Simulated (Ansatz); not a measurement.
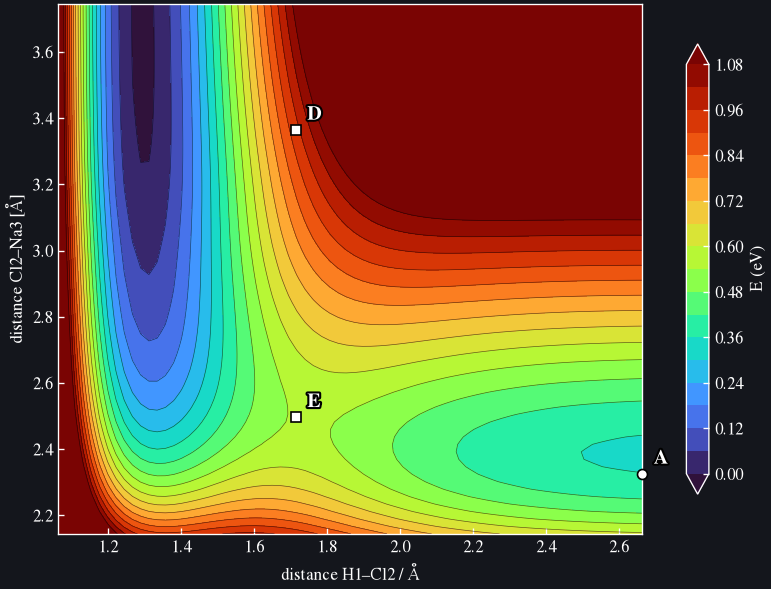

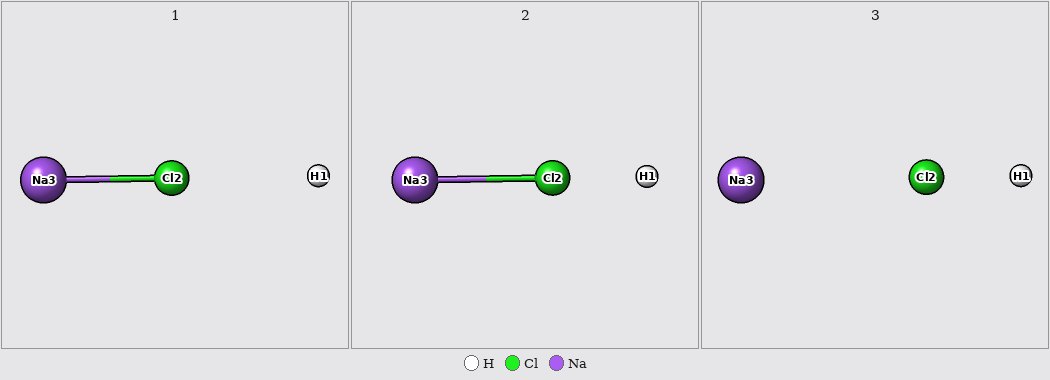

The system H + ClNa, spin multiplicity 2. First axis: distance H1–Cl2. Second axis: distance Cl2–Na3. Nothing is relaxed (the angle H1–Cl2–Na3 is fixed at 180 degrees). The grid has 17 × 17 points. Points are written as (first, second). All energies are given in eV relative to the lowest grid point. Method: UKS PBE0-D4/def2-SVPD (Ansatz 0.2.0).

The picture shows filled contours, one colour for all values above the top of the scale, lettered points. Between grid points the surface is interpolated. The numbered pictures are the structures at these points, in random order.

Q: Which structure belongs to which point?

A: A is structure 1: (2.664 Å, 2.326 Å), 0.36 eV; D is structure 3: (1.714 Å, 3.365 Å), 0.94 eV; E is structure 2: (1.714 Å, 2.497 Å), 0.55 eV.
